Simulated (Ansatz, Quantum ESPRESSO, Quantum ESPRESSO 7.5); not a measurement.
## Work function of Os(0001), 4 layers, one monolayer of Na on top sites

Aim: the work function of each face of Os(0001), 4 layers, one monolayer of Na on top sites, and how it moves with functional, pseudopotentials and boundary condition.

Method: plane-wave DFT, PBE, GBRV ultrasoft pseudopotentials (geometry and cross-check by Ansatz 0.2.0 with PAW datasets; geometry under PBE), in Quantum ESPRESSO 7.5.

## (1) The starting structure

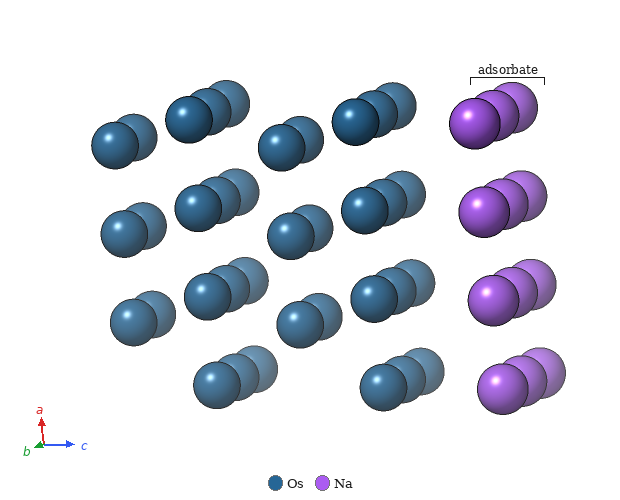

Start, viewed from the side, with the c axis across the page; osmium blue, sodium purple. 3×2×1 cells are drawn. Some periodic images of atoms are drawn too.

The cell holds 5 atoms: 4 Os and 1 Na. Cell: a = 2.740 Å, b = 2.740 Å, c = 25.490 Å, α = 90.0°, β = 90.0°, γ = 60.0°. It derives from Os. Vacuum lies along c.

## (2) Relaxation with Ansatz

A relaxation in Ansatz fixes the structure of this slab for the runs on it.

Contents of input.yaml:

```yaml
crystal:
  lattice:
    - [2.74, 0.0, 0.0]
    - [1.37, 2.3729096064, 0.0]
    - [0.0, 0.0, 25.48969]
  atoms:
    - { symbol: Os, position: [0.6666666667, 0.6666666667, 0.3256218495] }
    - { symbol: Os, position: [0.0, 0.0, 0.4104887113] }
    - { symbol: Os, position: [0.6666666667, 0.6666666667, 0.4953555732] }
    - { symbol: Os, position: [0.0, 0.0, 0.580222435] }
    - { symbol: Na, position: [0.0, 0.0, 0.7018402342] }
kpoints:
  mp_grid: { grid: [12, 12, 1] }
hamiltonian:
  xc: pbe
scf:
  occupations: { method: fermi_dirac, width: 0.1 }
  convergence: { dr2_threshold: 1.0e-08 }
efield:
  axis: 3
  dipole_correction: true
  ramp_position: 0.97
  ramp_width: 0.04
relax:
  f_tol: 0.01
  constraints: [{ sites: [0, 1] }]
output:
  write_potential: true
  write_density: true
  volumetric_format: npy
```

Launch:

```console
$ ansatz run input.yaml --threads 4 --pin off --max-ram 8192MiB --backend cpu --events-out ev --progress --plain --runs-dir out
```

Numbers of over 12 decimals in the logs are rounded to 6 here.

Output:

```text
Engine: ansatz 0.2.0, aarch64-unknown-linux-gnu
Pseudopotentials: kind: paw
Pseudopotential: Os, paw, valence charge 16, recommended cutoff 420 eV (normal), Os.paw.azcp
Pseudopotential: Na, paw, valence charge 9, recommended cutoff 420 eV (normal), Na.paw.azcp
Functional definition: PBE
  parameter kappa = 0.804
  parameter beta = 0.066725
  exchange = pbe_x(kappa = kappa, mu = beta*pi^2/3)
  correlation = pbe_c(beta = beta)
Crystal: 5 atoms, lattice volume = 165.728 Å³
Basis set: ecut = 420 eV, 3235 PW (Γ), exchange–correlation on 40×40×360 points (8 copies of the dense FFT grid, shifted against one another)
Bands: 44, of which v1, the nominal top of the filled ones, is band 37 counted from 1 (36 counted from 0)
Symmetry: 6 space group operations
Space group: P3m1 (ITA 156), of the structure as read, at distance tolerance 5.5e-5 Å
k-points: 19 of 144 (time reversal used)
Non-local potential: Os, projectors of the file, l = 0: 3, l = 1: 2, l = 2: 2, l = 3: 1
Non-local potential: Na, projectors of the file, l = 0: 3, l = 1: 2, l = 2: 1
PAW form: soft (Blöchl's): semilocal exchange-correlation on the pseudo side does not see the compensation charge
PAW one-centre angular grid: Os, 590 points (default); XC on 64 Gauss nodes
PAW one-centre angular grid: Na, 110 points (default); XC on 64 Gauss nodes
Initial density: superposition of atomic densities (neutral atoms: chi_scale 0, normalization atom), corrected by the library's trained network
Initial wavefunctions: pseudopotential atomic-orbital guess
Functional: x = pbe(κ = 0.804, μ = 0.219515), c = pbe(β = 0.066725)
SCF iter   1: F=—  HF=-47022.238738 eV  |F-HF|=—  |Δ(HF+E_count)|=         —  Δρ=1.49e-2  dr2=1.59e1  ethr=1.77e-3  p=0.117 e·Å  D=1.28e-1 V/Å  ΔV_dip=-3.26 eV  dr2_dipole=1.31e1  V_vac-E_F(+/−)=2.39/5.67 eV  ⟨swp⟩=7.9  Hψ=3650  notcnv=0
efield: sawtooth ramp at fractional position 0.9700 (set: `efield.ramp_position`, or a place that a band, a saddle search or an elastic batch's reference lends), width 0.0400; the density the first Hamiltonian is built on has a dipole p = 0.117 e·Å; the dipole correction subtracts the counter field D = 1.28e-1 V/Å, which shifts the + side's vacuum level by -3.26 eV against the − side's; the planar-averaged density in the ramp window peaks in size at 4.2e-4 e/Å³
preconditioner: auto → LDOS  [metal: Δε(μ)=0.043 eV  Ē_g=5.439 eV  σ=0.100 eV  W_gap=0.11  n_scr=18 (ndim 8)  ℏωp=16.6 eV  f_vac=0.488  D(μ)=3.80/eV (n_scr^D=16)  β→1.0]
SCF iter   2: F=—  HF=-47021.878365 eV  |F-HF|=—  |Δ(HF+E_count)|=   3.60e-1  Δρ=3.44e-3  dr2=4.31e-2  ethr=1.77e-3  p=0.063 e·Å  D=6.86e-2 V/Å  ΔV_dip=-1.75 eV  dr2_dipole=2.58e-3  V_vac-E_F(+/−)=3.62/5.37 eV  ⟨swp⟩=1.9  Hψ=1059  notcnv=0
SCF iter   3: F=—  HF=-47021.882335 eV  |F-HF|=—  |Δ(HF+E_count)|=   3.97e-3  Δρ=2.17e-3  dr2=2.25e-2  ethr=5.90e-5  p=0.064 e·Å  D=7.03e-2 V/Å  ΔV_dip=-1.79 eV  dr2_dipole=9.16e-3  V_vac-E_F(+/−)=3.64/5.44 eV  ⟨swp⟩=3.2  Hψ=1830  notcnv=0
SCF iter   4: F=—  HF=-47021.879371 eV  |F-HF|=—  |Δ(HF+E_count)|=   2.96e-3  Δρ=7.06e-4  dr2=4.07e-3  ethr=3.08e-5  p=0.062 e·Å  D=6.75e-2 V/Å  ΔV_dip=-1.72 eV  dr2_dipole=2.57e-3  V_vac-E_F(+/−)=3.67/5.39 eV  ⟨swp⟩=2.0  Hψ=1129  notcnv=0
SCF iter   5: F=—  HF=-47021.879188 eV  |F-HF|=—  |Δ(HF+E_count)|=   1.83e-4  Δρ=1.71e-4  dr2=2.91e-4  ethr=5.58e-6  p=0.061 e·Å  D=6.64e-2 V/Å  ΔV_dip=-1.69 eV  dr2_dipole=1.58e-4  V_vac-E_F(+/−)=3.69/5.38 eV  ⟨swp⟩=2.2  Hψ=1154  notcnv=0
SCF iter   6: F=—  HF=-47021.879159 eV  |F-HF|=—  |Δ(HF+E_count)|=   2.90e-5  Δρ=5.80e-5  dr2=1.50e-5  ethr=3.99e-7  p=0.060 e·Å  D=6.57e-2 V/Å  ΔV_dip=-1.68 eV  dr2_dipole=2.44e-6  V_vac-E_F(+/−)=3.70/5.38 eV  ⟨swp⟩=2.7  Hψ=1261  notcnv=0
SCF iter   7: F=—  HF=-47021.879200 eV  |F-HF|=—  |Δ(HF+E_count)|=   4.13e-5  Δρ=2.23e-5  dr2=3.63e-6  ethr=2.06e-8  p=0.060 e·Å  D=6.54e-2 V/Å  ΔV_dip=-1.67 eV  dr2_dipole=1.11e-7  V_vac-E_F(+/−)=3.71/5.37 eV  ⟨swp⟩=2.9  Hψ=1434  notcnv=0
SCF iter   8: F=—  HF=-47021.879207 eV  |F-HF|=—  |Δ(HF+E_count)|=   6.78e-6  Δρ=8.46e-6  dr2=4.47e-7  ethr=4.98e-9  p=0.060 e·Å  D=6.53e-2 V/Å  ΔV_dip=-1.67 eV  dr2_dipole=9.34e-10  V_vac-E_F(+/−)=3.71/5.37 eV  ⟨swp⟩=2.1  Hψ=1187  notcnv=0
SCF iter   9: F=—  HF=-47021.879207 eV  |F-HF|=—  |Δ(HF+E_count)|=   1.36e-7  Δρ=3.38e-6  dr2=6.75e-8  ethr=6.13e-10  p=0.060 e·Å  D=6.53e-2 V/Å  ΔV_dip=-1.66 eV  dr2_dipole=9.92e-12  V_vac-E_F(+/−)=3.71/5.37 eV  ⟨swp⟩=2.6  Hψ=1346  notcnv=0
SCF iter  10: F=-47021.879207 eV  HF=-47021.879207 eV  |F-HF|=1.48e-8  |Δ(HF+E_count)|=   5.68e-9  Δρ=1.07e-6  dr2=3.06e-9  ethr=1.37e-11  p=0.060 e·Å  D=6.53e-2 V/Å  ΔV_dip=-1.66 eV  dr2_dipole=1.45e-11  V_vac-E_F(+/−)=3.71/5.37 eV  ⟨swp⟩=8.5  Hψ=6343  notcnv=0
SCF 1 converged in 10 iterations: F = -47021.879207 eV  dr2 = 3.06e-9
  greatest PAW one-centre occupation: 1.000 electrons in one spin orbital (limit 2), on the Os atom at site 1 (counted from 0), in its partial waves of l = 0
relax step   1: F+E_penalty+E_count = -47021.87920698 eV  Δ(F+E_penalty+E_count) = +0.000e0 eV  max|allowed force component| = 4.890e-1 eV/Å  Δτ_max = 0.0000 Å  (10 SCF iters, accepted)
Initial density: handed on by an earlier stage of this run
Initial wavefunctions: those handed on with the density
iter 1 solved again at ethr=3.21e-4 eV; its pass at ethr=3.10e-3 eV (dr2=2.34e-1 eV) is discarded
SCF iter   1: F=—  HF=-47021.911453 eV  |F-HF|=—  |Δ(HF+E_count)|=         —  Δρ=3.43e-3  dr2=2.52e-1  ethr=3.21e-4  p=0.060 e·Å  D=6.53e-2 V/Å  ΔV_dip=-1.66 eV  dr2_dipole=5.20e-2  V_vac-E_F(+/−)=3.72/5.38 eV  ⟨swp⟩=1.7  Hψ=3118  notcnv=0
efield: sawtooth ramp at fractional position 0.9700 (set: `efield.ramp_position`, or a place that a band, a saddle search or an elastic batch's reference lends), width 0.0400; the density the first Hamiltonian is built on has a dipole p = 0.060 e·Å; the dipole correction subtracts the counter field D = 6.53e-2 V/Å, which shifts the + side's vacuum level by -1.66 eV against the − side's; the planar-averaged density in the ramp window peaks in size at 8.8e-6 e/Å³
preconditioner: auto → LDOS  [metal: Δε(μ)=0.048 eV  Ē_g=5.587 eV  σ=0.100 eV  W_gap=0.12  n_scr=18 (ndim 8)  ℏωp=16.6 eV  f_vac=0.491  D(μ)=4.05/eV (n_scr^D=16)  β→1.0]
SCF iter   2: F=—  HF=-47021.905892 eV  |F-HF|=—  |Δ(HF+E_count)|=   5.56e-3  Δρ=1.42e-3  dr2=6.21e-3  ethr=3.21e-4  p=0.058 e·Å  D=6.36e-2 V/Å  ΔV_dip=-1.62 eV  dr2_dipole=1.07e-4  V_vac-E_F(+/−)=3.72/5.34 eV  ⟨swp⟩=1.8  Hψ=914  notcnv=0
[...]
preconditioner: auto → LDOS  [metal: Δε(μ)=0.061 eV  Ē_g=5.594 eV  σ=0.100 eV  W_gap=0.15  n_scr=18 (ndim 8)  ℏωp=16.6 eV  f_vac=0.494  D(μ)=3.96/eV (n_scr^D=16)  β→1.0]
SCF iter   2: F=—  HF=-47021.910476 eV  |F-HF|=—  |Δ(HF+E_count)|=   3.38e-4  Δρ=7.95e-4  dr2=3.16e-3  ethr=3.24e-5  p=0.058 e·Å  D=6.36e-2 V/Å  ΔV_dip=-1.62 eV  dr2_dipole=1.93e-5  V_vac-E_F(+/−)=3.74/5.37 eV  ⟨swp⟩=2.0  Hψ=1279  notcnv=0
SCF iter   3: F=—  HF=-47021.909938 eV  |F-HF|=—  |Δ(HF+E_count)|=   5.37e-4  Δρ=3.98e-4  dr2=8.69e-4  ethr=4.33e-6  p=0.058 e·Å  D=6.33e-2 V/Å  ΔV_dip=-1.61 eV  dr2_dipole=2.68e-5  V_vac-E_F(+/−)=3.74/5.36 eV  ⟨swp⟩=3.3  Hψ=1689  notcnv=0
SCF iter   4: F=—  HF=-47021.909744 eV  |F-HF|=—  |Δ(HF+E_count)|=   1.94e-4  Δρ=9.80e-5  dr2=4.36e-5  ethr=1.19e-6  p=0.058 e·Å  D=6.35e-2 V/Å  ΔV_dip=-1.62 eV  dr2_dipole=1.19e-6  V_vac-E_F(+/−)=3.74/5.36 eV  ⟨swp⟩=2.5  Hψ=1257  notcnv=0
SCF iter   5: F=—  HF=-47021.909720 eV  |F-HF|=—  |Δ(HF+E_count)|=   2.42e-5  Δρ=1.67e-5  dr2=1.27e-6  ethr=5.97e-8  p=0.058 e·Å  D=6.35e-2 V/Å  ΔV_dip=-1.62 eV  dr2_dipole=5.27e-8  V_vac-E_F(+/−)=3.74/5.36 eV  ⟨swp⟩=2.6  Hψ=1543  notcnv=0
SCF iter   6: F=—  HF=-47021.909738 eV  |F-HF|=—  |Δ(HF+E_count)|=   1.79e-5  Δρ=4.56e-6  dr2=6.39e-8  ethr=1.74e-9  p=0.058 e·Å  D=6.35e-2 V/Å  ΔV_dip=-1.62 eV  dr2_dipole=1.80e-11  V_vac-E_F(+/−)=3.74/5.36 eV  ⟨swp⟩=2.5  Hψ=1357  notcnv=0
SCF iter   7: F=-47021.909738 eV  HF=-47021.909738 eV  |F-HF|=2.44e-9  |Δ(HF+E_count)|=   2.81e-8  Δρ=1.21e-6  dr2=4.86e-9  ethr=1.37e-11  p=0.058 e·Å  D=6.35e-2 V/Å  ΔV_dip=-1.62 eV  dr2_dipole=2.97e-11  V_vac-E_F(+/−)=3.74/5.36 eV  ⟨swp⟩=10.8  Hψ=6367  notcnv=0
SCF 3 converged in 7 iterations: F = -47021.909738 eV  dr2 = 4.86e-9
relax step   3: F+E_penalty+E_count = -47021.90973764 eV  Δ(F+E_penalty+E_count) = -5.653e-3 eV  max|allowed force component| = 4.411e-2 eV/Å  Δτ_max = 0.0312 Å  (7 SCF iters, accepted)
SCF iter   1: F=—  HF=-47021.909884 eV  |F-HF|=—  |Δ(HF+E_count)|=         —  Δρ=3.04e-4  dr2=1.41e-3  ethr=1.38e-5  p=0.058 e·Å  D=6.35e-2 V/Å  ΔV_dip=-1.62 eV  dr2_dipole=4.82e-4  V_vac-E_F(+/−)=3.74/5.36 eV  ⟨swp⟩=2.0  Hψ=1492  notcnv=0
efield: sawtooth ramp at fractional position 0.9700 (set: `efield.ramp_position`, or a place that a band, a saddle search or an elastic batch's reference lends), width 0.0400; the density the first Hamiltonian is built on has a dipole p = 0.058 e·Å; the dipole correction subtracts the counter field D = 6.35e-2 V/Å, which shifts the + side's vacuum level by -1.62 eV against the − side's; the planar-averaged density in the ramp window peaks in size at 7.4e-6 e/Å³
preconditioner: auto → LDOS  [metal: Δε(μ)=0.055 eV  Ē_g=5.587 eV  σ=0.100 eV  W_gap=0.14  n_scr=18 (ndim 8)  ℏωp=16.6 eV  f_vac=0.494  D(μ)=3.99/eV (n_scr^D=16)  β→1.0]
SCF iter   2: F=—  HF=-47021.909859 eV  |F-HF|=—  |Δ(HF+E_count)|=   2.44e-5  Δρ=1.18e-4  dr2=9.78e-5  ethr=1.93e-6  p=0.058 e·Å  D=6.34e-2 V/Å  ΔV_dip=-1.62 eV  dr2_dipole=1.31e-5  V_vac-E_F(+/−)=3.74/5.36 eV  ⟨swp⟩=1.4  Hψ=1012  notcnv=0
SCF iter   3: F=—  HF=-47021.909856 eV  |F-HF|=—  |Δ(HF+E_count)|=   3.04e-6  Δρ=1.06e-4  dr2=7.95e-5  ethr=1.34e-7  p=0.058 e·Å  D=6.34e-2 V/Å  ΔV_dip=-1.62 eV  dr2_dipole=1.25e-6  V_vac-E_F(+/−)=3.74/5.36 eV  ⟨swp⟩=3.2  Hψ=1749  notcnv=0
SCF iter   4: F=—  HF=-47021.909840 eV  |F-HF|=—  |Δ(HF+E_count)|=   1.62e-5  Δρ=1.17e-5  dr2=4.82e-7  ethr=1.09e-7  p=0.058 e·Å  D=6.34e-2 V/Å  ΔV_dip=-1.62 eV  dr2_dipole=3.97e-8  V_vac-E_F(+/−)=3.74/5.36 eV  ⟨swp⟩=2.1  Hψ=1211  notcnv=0
SCF iter   5: F=—  HF=-47021.909856 eV  |F-HF|=—  |Δ(HF+E_count)|=   1.62e-5  Δρ=4.06e-6  dr2=5.19e-8  ethr=6.60e-10  p=0.058 e·Å  D=6.34e-2 V/Å  ΔV_dip=-1.62 eV  dr2_dipole=2.19e-9  V_vac-E_F(+/−)=3.74/5.36 eV  ⟨swp⟩=2.9  Hψ=1637  notcnv=0
SCF iter   6: F=-47021.909856 eV  HF=-47021.909856 eV  |F-HF|=5.05e-9  |Δ(HF+E_count)|=   1.82e-8  Δρ=1.61e-6  dr2=6.57e-9  ethr=1.37e-11  p=0.058 e·Å  D=6.34e-2 V/Å  ΔV_dip=-1.62 eV  dr2_dipole=7.77e-14  V_vac-E_F(+/−)=3.74/5.36 eV  ⟨swp⟩=10.7  Hψ=6072  notcnv=0
SCF 4 converged in 6 iterations: F = -47021.909856 eV  dr2 = 6.57e-9
relax step   4: F+E_penalty+E_count = -47021.90985622 eV  Δ(F+E_penalty+E_count) = -1.186e-4 eV  max|allowed force component| = 6.577e-3 eV/Å  Δτ_max = 0.0062 Å  (6 SCF iters, accepted)
NSCF: frozen V_eff on 19 k-points
the band table was solved once a step of the walk had ended and its energy, with any forces and stress, was formed, with the checks that follow a solve (3761 applications of the Hamiltonian). They found nothing against the state; the energy, forces and stress were not computed again (output.eigenvalues in the input reference)
WARN: The output density's exchange-correlation potential varies sharply where the density is thin. Do not read a vacuum level from v_tot or v_xc, or from such a field of the output density. On a cell that repeats whose density bears no net charge and no dipole along the vacuum's axis use v_es (v_loc + v_h of the components); under efield.dipole_correction with no amplitude use v_es + v_field, which holds any externa [...]
SCF converged after 6 iterations
Free energy (F): -47021.909856 eV
Harris-Foulkes:  -47021.909856 eV  (|F-HF|=5.05e-9)
Internal energy: -47021.778283 eV  (E = F + TS)
E sigma→0 (E₀):  -47021.844070 eV
Entropy (-TS):   -0.131573 eV (-26.315 meV/atom)
Fermi energy:    6.978255 eV
Dipole field:    D = 0.063418 V/Å  (p = 0.058083 e·Å, saw-weighted, corrected)
Work function:   Φ+ = 3.7437 eV   Φ− = 5.3603 eV
Levels:          The Fermi level and band energies are counted from a zero that moves with the ramp; work functions are not
--- Per-component energies (eV) ---
  E_band       = -1661.924216
  E_kinetic    = 2364.976678
  E_local      = -113895.073813  (includes V_loc(G=0)·N_el)
  E_nonlocal   = 107.860311
  E_hartree    = 55909.489008
  E_xc         = -1103.114953
  E_vxc        = -1182.636689  (∫ρ·V_xc dr)
  E_paw        = -36309.770006  (= ΣΔE_a)
  E_vpaw       = -876.932179  (= ΣTr[D̂ρ^β])
  E_aug_tail   = -0.000366  (compensation charges beyond the density's cutoff)
  E_efield     = 0.001842  (sawtooth field / dipole correction)
  E_vefield    = 0.901224  (∫n·V_field dr)
  E_ewald      = 45903.853017
  E_smearing   = -0.131573  (= −TS)
  E_closure    = -0.000000  (closes the sum)
  Σ components = -47021.909856   (vs F -47021.909856, Δ=0.00e0)
--- Forces (eV/Å), atoms counted from 1 ---
  atom   1  Os     0.00000000    -0.00000000     0.47392891
  atom   2  Os     0.00000000     0.00000000    -0.46941114
  atom   3  Os    -0.00000000    -0.00000000     0.00270948
  atom   4  Os     0.00000000     0.00000000    -0.00657666
  atom   5  Na     0.00000000     0.00000000    -0.00063653
  max |Σ_I F_I| component: 1.41e-5 eV/Å
--- Band table (eV; the first three rows and the last of 19) ---
  k-point 0: bands = [... 33 lower, 4.7519, 4.7519, 4.7785, 6.1011, 6.1403, 6.1403, 7.0751, 7.3817, ... 3 higher]
  k-point 1: bands = [... 33 lower, 4.7863, 4.8907, 4.9489, 5.8218, 6.0652, 6.1216, 6.4929, 7.3035, ... 3 higher]
  k-point 2: bands = [... 33 lower, 4.7741, 5.1674, 5.3588, 5.5309, 5.9624, 6.1941, 6.5303, 7.1778, ... 3 higher]
  k-point 18: bands = [... 33 lower, 5.5474, 6.2967, 7.6280, 7.8851, 8.0001, 8.5642, 8.6035, 11.5371, ... 3 higher]
--- Relaxed structure (4 steps of the walk, 4 accepted, 0 SCFs on fresh bases) ---
  F+E_penalty+E_count = -47021.90985622 eV   max|allowed force component| = 6.577e-3 eV/Å
  atoms:
    - { symbol: Os, position: [0.666667, 0.666667, 0.3256218495] }
    - { symbol: Os, position: [0, 0, 0.4104887113] }
    - { symbol: Os, position: [0.666667, 0.666667, 0.495550] }
    - { symbol: Os, position: [-9.372252255993074e-19, 0, 0.578861] }
    - { symbol: Na, position: [-5.366854269136133e-18, 0, 0.694046] }
```

It took 13 s on 4 threads of Arm Neoverse V2, shared host; peak memory 0.49 GiB.

Step by step:

```tsv
step	energy less that of the first step (eV)	largest force component (eV/Å)
1	0.0000	0.4890
2	-0.0249	0.4682
3	-0.0305	0.0441
4	-0.0306	0.0066
```

Forces are held to the 6 operations that the run works with; a distortion that breaks them can't arise in this run.

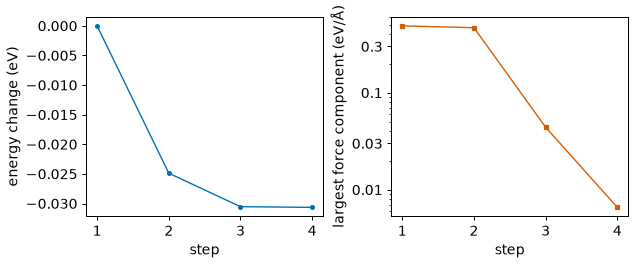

Energy and largest force along the relaxation.

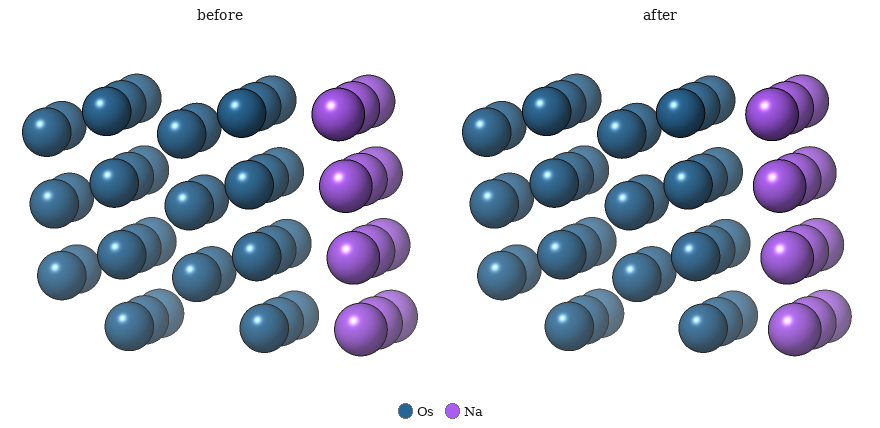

The structure before and after the relaxation, drawn at the same scale.

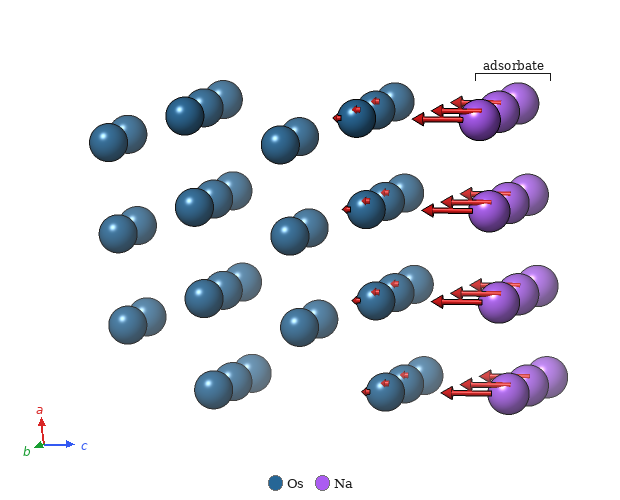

Displacements in the relaxation, exaggerated; the longest in the cell stands for 0.20 Å. 3×2×1 cells are drawn. Some periodic images of atoms are drawn too.

The atoms that moved most (Å):

```tsv
atom	dx	dy	dz	length
Na5	0.000	0.000	-0.199	0.199
Os4	0.000	0.000	-0.035	0.035
```

Final coordinates:

```xyz
5
Lattice="2.7400 0.0000 0.0000 1.3700 2.3729 0.0000 0.0000 0.0000 25.4897" Properties=species:S:1:pos:R:3
Os    2.7400    1.5819    8.3000
Os    0.0000    0.0000   10.4632
Os    2.7400    1.5819   12.6314
Os    0.0000    0.0000   14.7550
Na    0.0000    0.0000   17.6910
```

The relaxation lowers the energy by 6 meV an atom. Held were the atoms numbered 1 and 2; the forces quoted are those on the free ones.

Numbers from this step:

| Quantity | Value |
| --- | --- |
| free energy | -47021.9099 eV |
| energy at zero smearing | -47021.8441 eV |
| smearing term TS | 0.1316 eV |
| Fermi energy | 6.978 eV |
| symmetry operations | 6 |
| work function of the upper face | 3.744 eV |
| work function of the lower face | 5.360 eV |
| dipole along the normal | 0.05808 e·Å |

(Continued in part 2 of 6.)

[Logs are printed without paths, hosts, clocks, repeated set-up lines and the standing remarks that a program may print on its own settings, such as how far it seeks lower states.]

[Hosts, paths, dates, database ids (printed as entryN), source tags and the programs' standing remarks are cut or masked in the printed files.]

[Maps of the electrostatic potential energy from Ansatz leave out the sawtooth potential of an applied field or a dipole correction, so their vacuum need not be flat; planar profiles and work functions include it.]
